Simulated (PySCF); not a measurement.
Ga(OH)2(OMe), SMILES C[O][Ga]([OH])[OH], PBE0/def2-SVP optimised geometry. Atoms within 1.6 Å of the plane z = 0.6 Å (x, y, z in Å): Ga1 (-0.70, -0.11, 0.00), O2 (-1.57, 1.43, 0.00), H3 (-0.99, 2.20, 0.00), O4 (-1.57, -1.65, 0.00), H5 (-2.53, -1.54, 0.00), O6 (1.07, -0.11, 0.00), C7 (1.87, -1.26, 0.00), H8 (2.53, -1.28, -0.88), H9 (2.51, -1.28, 0.90), H10 (1.28, -2.20, 0.00).

Computed with PBE0/def2-TZVP (PySCF).

Map of the electrostatic potential (hartree/e), clipped to [-0.08, 0.12] on the plane z = 0.6 Å:

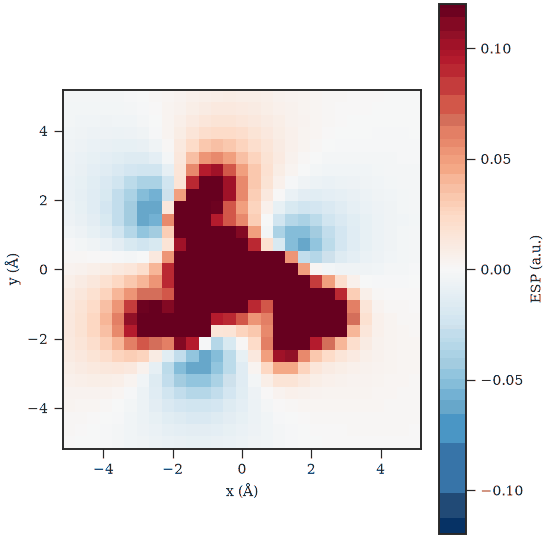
Figure: Electrostatic potential (hartree/e), clipped to [-0.08, 0.12] on the plane z = 0.6 Å.
